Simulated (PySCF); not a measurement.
# C$_{5}$H$_{13}$NSi (SMILES C=C[C@](C)(N)C[SiH3]): what the fields show

Input

```
{"job": {"kind": "uv", "xc": "CAM-B3LYP", "basis": "def2-SVPD", "nstates": 8, "ntriplets": 3}, "charge": 0, "multiplicity": 1}
C     -2.469020     0.907517    -0.549431
C     -1.452252     0.154236    -0.925696
C     -0.252208    -0.213643    -0.084633
C     -0.234423    -1.735459     0.086033
N     -0.226014     0.390703     1.242922
C      1.030433     0.266943    -0.772026
Si     2.381382     0.493889     0.551944
H     -2.545329     1.333640     0.439037
H     -3.283859     1.134515    -1.215777
H     -1.424067    -0.252626    -1.928510
H     -0.174339    -2.227554    -0.881517
H     -1.143704    -2.068622     0.584860
H      0.621711    -2.028490     0.686319
H     -0.398713     1.387233     1.170962
H     -0.936705    -0.012228     1.845477
H      1.328064    -0.428832    -1.554627
H      0.842226     1.224962    -1.260602
H      2.218945     1.756924     1.268859
H      3.657643     0.561601    -0.181482
H      2.455081    -0.634029     1.474853
```

Run with:

```sh
OMP_NUM_THREADS=1 python probes_run.py task.json out
```

Geometry: GFN2-xTB.

All numbers below come from PySCF 2.14.0, CAM-B3LYP/def2-SVPD, SCF density, gas phase.

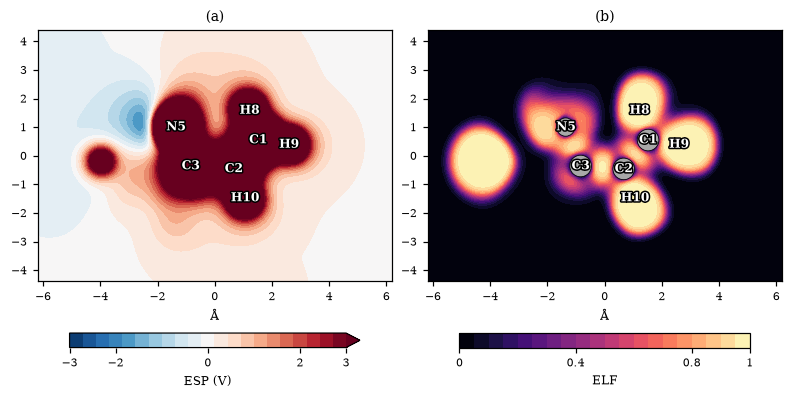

Figure 1. (a) molecular electrostatic potential; (b) electron localisation function on the plane of atoms C2, C1 and H9. Grey discs cover the atomic cores in the ELF map.

What do the fields say about this system?

- The plane passes through C, N and H nuclei.
- C–C (1.32 Å): the ELF peaks at about 0.95 between the atoms; a multiple bond.
- C–N (1.46 Å): the ELF peaks at about 0.95 between the atoms; a shared electron pair.
- C–C (1.51 Å): the ELF peaks at about 0.95 between the atoms: localised, covalent bonding.
- C–H (1.08 Å): the ELF climbs to about 1 towards the hydrogen, as it does in any bond to H (an ordinary covalent bond to hydrogen).
- The ELF also peaks beside N5, away from the bonds: lone-pair regions.
- Outside the dense part of the molecule the potential is most negative (−1.8 V) near N5.

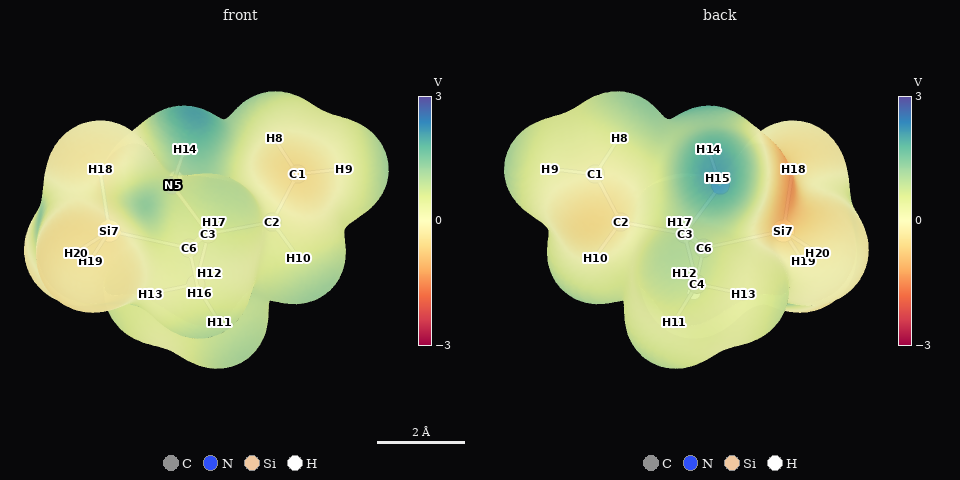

Figure 2. The molecular electrostatic potential painted on the density surface at 0.004 e/bohr³, seen from the front and from behind; red is negative and blue positive.

Where is the surface potential most negative and most positive?

The most negative region (about −1.3 V, or −30 kcal/mol for a unit charge) lies over N5, the most positive (about +2.0 V, or +46 kcal/mol for a unit charge) over H14 and H15. N5 is the likeliest acceptor of a hydrogen bond.
